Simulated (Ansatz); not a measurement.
# A computed series for SiC: pressure series

The reference is SiC in the zinc blende structure (space group F-43m, No. 216).

```yaml
crystal:
  lattice:
    - [0.00000, 2.17831, 2.17831]
    - [2.17831, 0.00000, 2.17831]
    - [2.17831, 2.17831, 0.00000]
  atoms:
    - { symbol: C, position: [0.75000, 0.75000, 0.75000] }
    - { symbol: Si, position: [0.00000, 0.00000, 0.00000] }
```

Cell and atoms are relaxed at each pressure.

The values are results of r2SCAN (Ansatz, a first-principles code; PAW; 500 eV plane waves; spin-orbit coupling left out), earlier PAW set, not measurements.

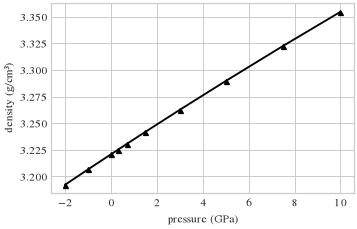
*Density against pressure*

Task: From the plot, what is the density for pressure −1 GPa?

Result: About 3.21 g/cm³.

Task: Is the trend monotonic over the range shown?

Result: Yes, it rises throughout, spanning 3.19 g/cm³ to 3.35 g/cm³.

Load acts through the strain it causes; cell and atoms are relaxed under it. No phonon test of stability was made. No other phases were tried under pressure.
